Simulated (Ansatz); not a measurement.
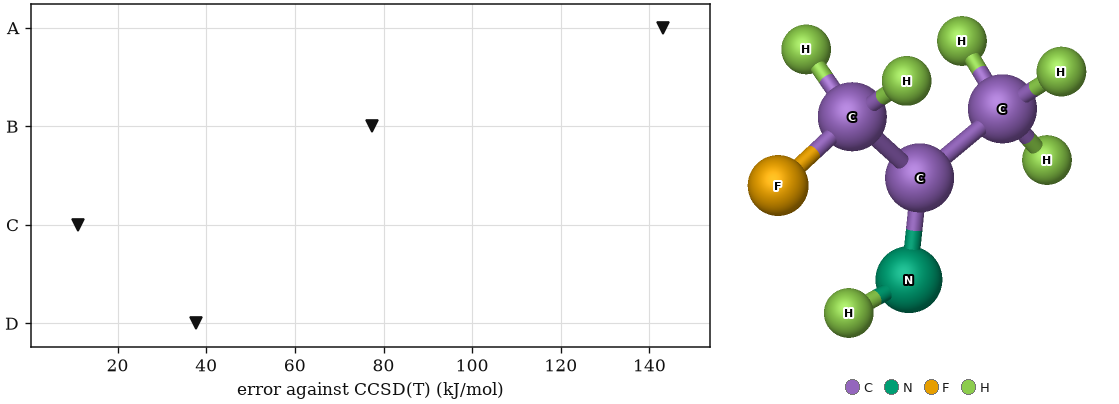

Error in the electronic atomisation energy (method less reference, so positive means overbinding) of C₃H₆FN, SMILES C/C(=N/[H])CF: functionals in def2-TZVPP against frozen-core CCSD(T) at the limit (MP2 extrapolated from triple and quadruple zeta, plus CCSD(T) less MP2 in a smaller set), which gives 4369.7 kJ/mol, at a PBE0-D4/def2-TZVP geometry (no frequency check), no zero-point or spin-orbit term, the Ansatz code. The reference leaves out core correlation, a term that grows with the number of heavy atoms. Limit means the basis limit.

> The letters stand for MP2 limit, PBE-D4, PBE0-D4 and r2SCAN-D4. Which is which?

A: PBE-D4 (143.1 kJ/mol); B: MP2 limit (77.4 kJ/mol); C: r2SCAN-D4 (11.0 kJ/mol); D: PBE0-D4 (37.7 kJ/mol).

Caveats, for all or some of the runs: one conformer of a flexible molecule.
